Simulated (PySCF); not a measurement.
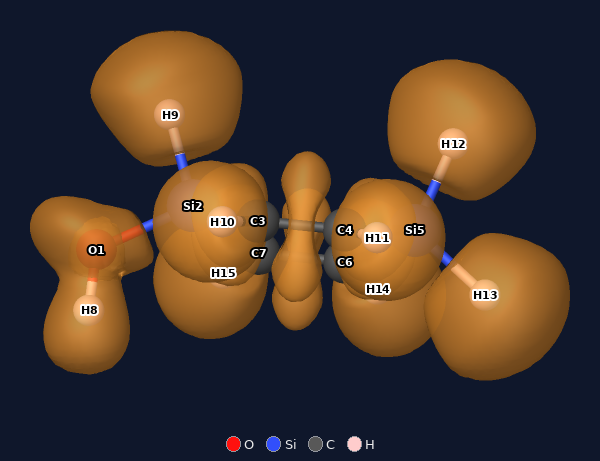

Figure. C₄H₈OSi₂ (SMILES O[SiH]1C=C[SiH2]C=C1). Isosurface of the ELF at 0.75 (orange), seen from one side. Only the valence region is drawn (cores and ρ < 0.01 e/Å³ removed).

Geometry: GFN2-xTB.

Method: PBE0/pcSseg-1, SCF density, gas phase, non-relativistic in PySCF.

```xyz
15

O    -2.5082    1.5270    0.0605
Si   -1.0632    0.9363    0.5453
C    -1.0767   -0.9443    0.6694
C    -0.0148   -1.7116    0.4328
Si    1.6614   -1.0424   -0.0975
C     1.3949    0.6527   -0.8686
C     0.3291    1.4143   -0.6315
H    -2.8935    1.2875   -0.7780
H    -0.9399    1.5840    1.8503
H    -2.0116   -1.4132    0.9665
H    -0.1056   -2.7888    0.5379
H     2.5572   -0.9367    1.0651
H     2.2572   -1.9465   -1.0951
H     2.1587    1.0101   -1.5533
H     0.2505    2.3795   -1.1257
```

Question: Identify the bonds, lone pairs and shells in this picture.

Answer: The surface consists of two regions between bonded C–C atoms (shared pairs), four regions between bonded C–Si atoms (shared pairs), seven regions around hydrogen nuclei and one joined region spread over several atoms (H, O), in which their bonds and any lone pairs are merged. Profiles from the grid: C–C (1.33 Å): the ELF peaks at about 0.90 between the atoms (a short, multiple covalent bond). Si–O (1.63 Å): the ELF peaks at about 0.85 between the atoms: a polar covalent bond.
